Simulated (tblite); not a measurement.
# Geometry relaxation, with input and output: C$_{4}$H$_{12}$GaNO$_{3}$ (part 1 of 3)

C$_{4}$H$_{12}$GaNO$_{3}$, SMILES C[C@@H](OCC(=O)O)[GaH2-][NH3+], computed with GFN2-xTB geometry optimisation, gas phase (tblite 0.8.0).

It belongs to a series of runs on one base structure; here: O inserted into a C-C bond.

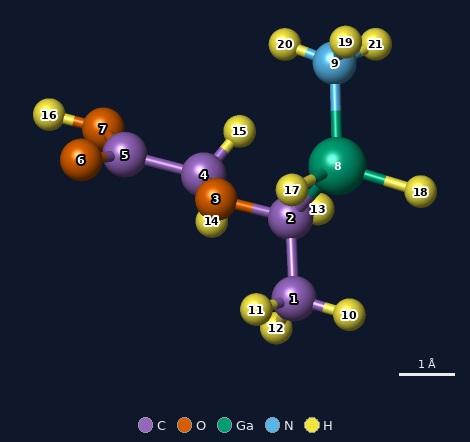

The input geometry (ball-and-stick view, seen at a tilt; atoms are numbered from 1 in the order of the input). Sticks mark near contacts.

**Input file**
```
{"job": {"kind": "relax", "xc": "GFN2-xTB", "basis": "xTB"}, "charge": 0, "multiplicity": 1}
C      0.419400    -2.335600    -0.017800
C      0.369000    -0.834600    -0.277400
O     -0.648900    -0.314900     0.540500
C     -1.598000     0.255400    -0.313200
C     -2.730900     0.830000     0.492800
O     -2.731900     0.766500     1.738500
O     -3.774300     1.445900    -0.230300
Ga     2.155200    -0.125800     0.312800
N      2.273600     1.765700     0.147500
H      1.335200    -2.785400    -0.432100
H      0.405100    -2.504500     1.070800
H     -0.499000    -2.758600    -0.488000
H      0.161100    -0.669200    -1.336000
H     -2.066000    -0.553900    -0.920500
H     -1.182400     0.984700    -1.000100
H     -4.550300     1.842200     0.324700
H      2.315800    -0.546500     1.873000
H      3.365000    -0.805300    -0.506900
H      3.095700     2.050700     0.726000
H      1.398600     2.253100     0.442900
H      2.479100     2.056900    -0.838200
```

The first line tells a small driver script what to run in tblite; the rest is the geometry in Å.

Hardware: 1 CPU thread, shared host.

Run as:
```bash
OMP_NUM_THREADS=1 python <driver script> task.json out
```

**The program's output**
```
step      E/eV     max force
  0    -841.56218    3.823
  1    -841.95870    4.742
  2    -842.21354    1.302
  3    -842.31274    0.967
  4    -842.43883    0.715
  5    -842.47775    0.662
  6    -842.53848    0.438
  7    -842.56242    0.407
  8    -842.58585    0.388
  9    -842.60116    0.308
 10    -842.61508    0.253
 11    -842.62699    0.233
 12    -842.63815    0.275
 13    -842.64876    0.339
 14    -842.65925    0.297
 15    -842.66793    0.231
 16    -842.67489    0.214
 17    -842.68096    0.191
 18    -842.68704    0.247
 19    -842.69382    0.253
 20    -842.70195    0.230
 21    -842.71336    0.275
 22    -842.73131    0.385
 23    -842.75579    0.452
 24    -842.78260    0.510
 25    -842.81118    0.454
 26    -842.83187    0.375
 27    -842.84197    0.372
 28    -842.85269    0.268
 29    -842.86138    0.266
 30    -842.87123    0.226
 31    -842.87542    0.173
 32    -842.88257    0.166
 33    -842.88609    0.165
 34    -842.88966    0.146
 35    -842.89199    0.115
 36    -842.89388    0.110
 37    -842.89539    0.083
 38    -842.89714    0.119
 39    -842.89935    0.151
 40    -842.90220    0.151
 41    -842.90582    0.181
 42    -842.91050    0.172
 43    -842.91607    0.219
 44    -842.92191    0.224
 45    -842.92731    0.166
 46    -842.93258    0.201
 47    -842.93800    0.203
 48    -842.94589    0.293
 49    -842.95513    0.330
 50    -842.96427    0.194
 51    -842.96963    0.524
 52    -842.97725    0.185
 53    -842.98347    0.225
 54    -842.99345    0.241
 55    -843.00060    0.180
 56    -843.00528    0.575
 57    -843.01003    0.227
 58    -843.01509    0.192
 59    -843.02251    0.382
 60    -843.02701    0.260
 61    -843.03276    0.260
 62    -843.03840    0.161
 63    -843.04023    0.665
 64    -843.04861    0.140
 65    -843.05424    0.187
 66    -843.06500    0.283
 67    -843.07039    0.304
 68    -843.07997    0.364
 69    -843.09012    0.387
 70    -843.10086    0.608
 71    -843.10387    0.570
 72    -843.11721    0.498
 73    -843.12361    0.299
 74    -843.13071    0.234
 75    -843.13661    0.140
 76    -843.14225    0.116
 77    -843.14621    0.154
 78    -843.14913    0.129
 79    -843.15091    0.444
 80    -843.15567    0.140
 81    -843.15925    0.167
 82    -843.16180    0.149
 83    -843.16357    0.109
 84    -843.16599    0.082
 85    -843.16868    0.099
 86    -843.17161    0.114
 87    -843.17417    0.162
 88    -843.17671    0.128
 89    -843.17962    0.344
 90    -843.18226    0.133
 91    -843.18591    0.132
 92    -843.18869    0.097
 93    -843.19035    0.099
 94    -843.19343    0.104
 95    -843.19683    0.126
 96    -843.20017    0.145
 97    -843.20271    0.108
 98    -843.20461    0.104
 99    -843.20645    0.097
100    -843.20858    0.081
101    -843.21057    0.095
102    -843.21225    0.101
103    -843.21380    0.119
104    -843.21574    0.162
105    -843.21858    0.164
106    -843.22189    0.151
107    -843.22424    0.126
108    -843.22643    0.110
109    -843.22840    0.105
110    -843.23038    0.097
111    -843.23246    0.129
112    -843.23470    0.139
113    -843.23807    0.147
114    -843.24233    0.145
115    -843.24530    0.112
116    -843.24831    0.120
117    -843.25032    0.105
118    -843.25202    0.102
119    -843.25381    0.119
120    -843.25657    0.140
121    -843.26045    0.114
122    -843.26341    0.101
123    -843.26500    0.109
124    -843.26690    0.102
125    -843.26864    0.113
126    -843.27034    0.103
127    -843.27132    0.108
128    -843.27241    0.079
129    -843.27364    0.096
130    -843.27454    0.107
131    -843.27612    0.102
132    -843.27779    0.091
133    -843.27952    0.061
134    -843.28067    0.073
135    -843.28133    0.071
136    -843.28174    0.056
137    -843.28231    0.048
138    -843.28299    0.066
139    -843.28384    0.064
140    -843.28447    0.056
141    -843.28500    0.061
142    -843.28558    0.058
143    -843.28634    0.059
144    -843.28713    0.051
145    -843.28787    0.049
146    -843.28856    0.054
147    -843.28918    0.053
148    -843.28968    0.068
149    -843.29007    0.058
150    -843.29036    0.044
151    -843.29063    0.038
152    -843.29093    0.042
153    -843.29135    0.046
154    -843.29190    0.041
155    -843.29260    0.061
156    -843.29340    0.070
157    -843.29429    0.064
158    -843.29516    0.067
159    -843.29582    0.043
160    -843.29616    0.041
161    -843.29532    0.180
162    -843.29661    0.046
163    -843.29678    0.023
164    -843.29724    0.036
165    -843.29766    0.053
166    -843.29816    0.059
167    -843.29921    0.063
168    -843.30020    0.140
169    -843.29930    0.159
170    -843.30174    0.142
171    -843.30221    0.108
172    -843.30378    0.062
173    -843.30495    0.105
174    -843.30626    0.111
175    -843.30828    0.070
176    -843.30864    0.103
177    -843.30970    0.067
178    -843.31087    0.062
179    -843.31272    0.128
180    -843.31445    0.149
181    -843.31681    0.146
182    -843.32015    0.124
183    -843.32219    0.105
184    -843.32325    0.106
185    -843.32470    0.092
186    -843.32705    0.112
187    -843.32831    0.097
188    -843.32967    0.072
189    -843.33057    0.064
190    -843.33115    0.060
191    -843.33168    0.045
192    -843.33212    0.042
193    -843.33250    0.057
194    -843.33286    0.059
195    -843.33321    0.066
196    -843.33361    0.053
197    -843.33412    0.051
198    -843.33472    0.047
199    -843.33529    0.051
200    -843.33582    0.055
201    -843.33639    0.062
202    -843.33709    0.051
203    -843.33792    0.075
204    -843.33857    0.058
205    -843.33926    0.068
206    -843.33985    0.057
207    -843.34071    0.056
208    -843.34131    0.054
209    -843.34205    0.061
210    -843.34257    0.055
211    -843.34308    0.039
212    -843.34351    0.060
213    -843.34390    0.042
214    -843.34420    0.040
215    -843.34444    0.029
216    -843.34459    0.045
217    -843.34472    0.021
218    -843.34478    0.025
219    -843.34483    0.012
220    -843.34487    0.014
221    -843.34491    0.018
222    -843.34496    0.018
223    -843.34499    0.014
224    -843.34502    0.009
```

**Trajectory as extended XYZ (Å, eV, eV/Å), 23 of the 225 frames kept, from step=0 to step=224**
```
21
Properties=species:S:1:pos:R:3:forces:R:3 step=0 energy=-841.56218
C     0.4194   -2.3356   -0.0178   -0.6910  -0.5400  -0.3330
C     0.3690   -0.8346   -0.2774    1.9320  -0.5940  -0.2450
O    -0.6489   -0.3149    0.5405   -1.0500   1.4270  -0.3150
C    -1.5980    0.2554   -0.3132   -1.4170  -0.7260   0.3530
C    -2.7309    0.8300    0.4928   -1.4520   0.9500   3.4060
O    -2.7319    0.7665    1.7385   -0.4830   0.4560  -3.7580
O    -3.7743    1.4459   -0.2303    0.4400  -0.2960   1.6240
Ga    2.1552   -0.1258    0.3128    0.3340  -2.6010   0.9670
N     2.2736    1.7657    0.1475    0.3680   1.9580  -0.4950
H     1.3352   -2.7854   -0.4321   -0.3210   0.0880   0.0090
H     0.4051   -2.5045    1.0708   -0.0210   0.0290  -0.4420
H    -0.4990   -2.7586   -0.4880    0.6970  -0.2900   0.4600
H     0.1611   -0.6692   -1.3360   -0.3060  -0.1610  -0.2930
H    -2.0660   -0.5539   -0.9205    0.0920   0.2290  -0.0780
H    -1.1824    0.9847   -1.0001    0.1350   0.4310  -0.1750
H    -4.5503    1.8422    0.3247    1.9510  -1.0760  -0.7470
H     2.3158   -0.5465    1.8730    0.1070   0.5050  -0.5270
H     3.3650   -0.8053   -0.5069   -0.1700   0.4760   0.1270
H     3.0957    2.0507    0.7260   -0.7860   0.0890  -0.3320
H     1.3986    2.2531    0.4429    0.8110  -0.2290   0.0020
H     2.4791    2.0569   -0.8382   -0.1700  -0.1260   0.7920
21
Properties=species:S:1:pos:R:3:forces:R:3 step=10 energy=-842.61508
C     0.3601   -2.3946   -0.0431   -0.0300   0.0080  -0.0550
C     0.4033   -0.8930   -0.3350    0.0310   0.0760   0.0190
O    -0.5920   -0.1854    0.4566    0.0040   0.1450  -0.2070
C    -1.6630    0.2678   -0.3092   -0.0410  -0.0080  -0.0430
C    -2.7619    0.8481    0.5428   -0.0100   0.0570   0.1540
O    -2.8426    0.8514    1.7354    0.0750  -0.0500   0.1070
O    -3.7026    1.4133   -0.2327   -0.0600   0.0000  -0.0630
Ga    2.1994   -0.3363    0.4021    0.1640  -0.0310   0.0590
N     2.3030    1.8001    0.1473    0.0070   0.1080   0.0470
H     1.2765   -2.8184   -0.4629   -0.0110  -0.1900  -0.0370
H     0.3868   -2.5305    1.0405   -0.0440  -0.0530  -0.0430
H    -0.5045   -2.9094   -0.4580   -0.1060  -0.0230   0.0070
H     0.1780   -0.7080   -1.3969    0.0710  -0.1180   0.0000
H    -2.1209   -0.5257   -0.9222    0.0400  -0.1190   0.0850
H    -1.3530    1.0599   -1.0151    0.0400   0.0260  -0.0140
H    -4.4031    1.7584    0.3417   -0.1200   0.0700  -0.0410
H     2.3979   -0.4539    1.9484    0.0410   0.0910  -0.2120
H     3.4348   -0.7355   -0.5044   -0.0430   0.0810   0.1950
H     3.0682    2.1525    0.7181    0.1020   0.0210   0.0790
H     1.4518    2.2584    0.4661   -0.1250  -0.0550   0.0840
H     2.4748    2.0978   -0.8104    0.0140  -0.0370  -0.1210
21
Properties=species:S:1:pos:R:3:forces:R:3 step=20 energy=-842.70195
C     0.2990   -2.4242   -0.0577   -0.0900   0.0540  -0.0680
C     0.4389   -0.9291   -0.3768    0.0670   0.1640   0.0580
O    -0.4853   -0.0720    0.3607   -0.0210  -0.0310  -0.0010
C    -1.6642    0.2784   -0.3172    0.1220  -0.0870  -0.0570
C    -2.7535    0.8521    0.5767    0.1300  -0.0250  -0.0120
O    -2.8024    0.8519    1.7704   -0.0060   0.0160  -0.0530
O    -3.7101    1.3987   -0.2022    0.0620  -0.0390  -0.0020
Ga    2.2177   -0.3205    0.3999    0.2160  -0.0480  -0.0610
N     2.3178    1.8048    0.1742   -0.0340   0.2050  -0.0050
H     1.1637   -2.9310   -0.4966    0.0030   0.0030  -0.0230
H     0.3372   -2.5833    1.0211   -0.0780   0.0640  -0.0130
H    -0.6015   -2.8802   -0.4648   -0.1820   0.0070   0.0360
H     0.2718   -0.7780   -1.4552   -0.0200   0.0010   0.0220
H    -2.1077   -0.5766   -0.8449   -0.0090  -0.1200   0.0560
H    -1.4491    1.0447   -1.0795   -0.0180   0.0400  -0.0920
H    -4.4377    1.7704    0.3229    0.0930  -0.0730   0.0900
H     2.4599   -0.3494    1.9181   -0.0860   0.0000   0.1330
H     3.5303   -0.6710   -0.3955   -0.0620   0.0170   0.0040
H     3.0670    2.2183    0.7289    0.0770  -0.0950   0.0230
H     1.4475    2.2084    0.5168   -0.1340  -0.0500   0.0100
H     2.4518    2.1043   -0.7906   -0.0300  -0.0030  -0.0450
21
Properties=species:S:1:pos:R:3:forces:R:3 step=31 energy=-842.87542
C     0.0975   -2.3449   -0.0878   -0.0190   0.0090  -0.0130
C     0.5487   -0.9161   -0.4190   -0.0090  -0.0940  -0.0470
O    -0.2914    0.0928    0.1962    0.0710  -0.0540   0.0290
C    -1.5709    0.1987   -0.3743    0.0690   0.0100  -0.0560
C    -2.5947    0.8070    0.5577    0.0930  -0.0200  -0.0370
O    -2.5680    0.8216    1.7530   -0.0120   0.0650  -0.0080
O    -3.6127    1.3191   -0.1610    0.0420  -0.0600   0.1530
Ga    2.3105   -0.2957    0.4272   -0.0660  -0.0360  -0.1100
N     2.2654    1.8246    0.1810   -0.0340   0.0550  -0.0090
H     0.7792   -3.0442   -0.5796   -0.0260   0.0630   0.0960
H     0.1140   -2.5229    0.9894    0.0860   0.0770  -0.0610
H    -0.9139   -2.5534   -0.4457    0.0060  -0.0260  -0.0230
H     0.4645   -0.7917   -1.5136    0.0700   0.0180  -0.0330
H    -1.9770   -0.7895   -0.6359    0.0390   0.0080  -0.0080
H    -1.5337    0.8010   -1.2963   -0.0410  -0.0130  -0.0230
H    -4.3020    1.6368    0.4429   -0.0580   0.0690  -0.0160
H     2.3624   -0.2022    1.9636    0.0060  -0.0740   0.1190
H     3.7004   -0.5706   -0.2693   -0.1590   0.0030   0.0690
H     3.0183    2.2304    0.7364   -0.0190   0.0090  -0.0080
H     1.3782    2.1012    0.6023   -0.0170  -0.0140  -0.0090
H     2.3163    2.2149   -0.7584   -0.0230   0.0050  -0.0050
21
Properties=species:S:1:pos:R:3:forces:R:3 step=41 energy=-842.90582
C     0.0889   -2.3375   -0.1091   -0.0140   0.0290   0.0540
C     0.5650   -0.9263   -0.4726    0.0890  -0.1130  -0.0210
O    -0.2487    0.1106    0.1332    0.0560  -0.0800   0.0140
C    -1.5473    0.1948   -0.3877    0.0010   0.0070  -0.0490
C    -2.5404    0.8104    0.5702    0.0060   0.0600  -0.0040
O    -2.4704    0.8789    1.7623    0.0640   0.0210  -0.0430
O    -3.5905    1.2796   -0.1281   -0.0290   0.0160   0.0370
Ga    2.2648   -0.2923    0.4586    0.0300  -0.0360  -0.0750
N     2.2221    1.8360    0.1860   -0.0150  -0.0350   0.0000
H     0.7726   -3.0691   -0.5514   -0.1280   0.1270   0.0140
H     0.1135   -2.4562    0.9745    0.0050  -0.0080   0.0340
H    -0.9325   -2.5474   -0.4486    0.1670  -0.0490  -0.0500
H     0.5107   -0.8118   -1.5706   -0.0250   0.0160   0.0320
H    -1.9441   -0.8018   -0.6215   -0.0240  -0.0200   0.0010
H    -1.5541    0.7791   -1.3207   -0.0340   0.0260  -0.0330
H    -4.2582    1.6442    0.4732   -0.0400   0.0150   0.0360
H     2.3181   -0.2721    2.0097   -0.0610   0.0000  -0.0590
H     3.6451   -0.5749   -0.2288    0.0180   0.0240   0.0470
H     2.9804    2.2470    0.7289   -0.0450   0.0290   0.0450
H     1.3313    2.1007    0.6062    0.0100   0.0230   0.0270
H     2.2648    2.2250   -0.7548   -0.0300  -0.0500  -0.0050
```
